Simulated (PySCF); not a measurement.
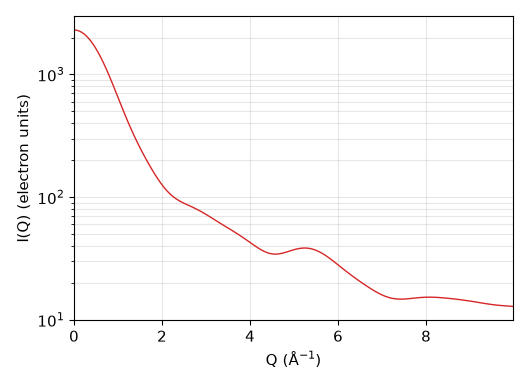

Elastic X-ray scattering of a randomly oriented, rigid molecule, calculated with the Debye equation from neutral-atom form factors (independent atoms, no Compton part, no vibration). The geometry is the end point of an optimisation (PBE0-D3(BJ)/def2-SVP geometry optimisation, gas phase in PySCF); it may be a saddle point or a higher isomer. It contains C, F, H.

Q: How many electrons does the independent-atom model of the molecule hold?

A: I(0) is the square of the electron number: I(0) = 2300, so about 48 electrons, the count of C5H9F.

Q: What radius of gyration does the initial fall-off give?

A: From I(Q) ≈ I(0) exp(−Q²R²/3) at small Q, R ≈ 2.08 Å. It is larger than the electron-weighted radius of the nuclear positions alone (1.94 Å), because each atom's electron cloud adds to it.
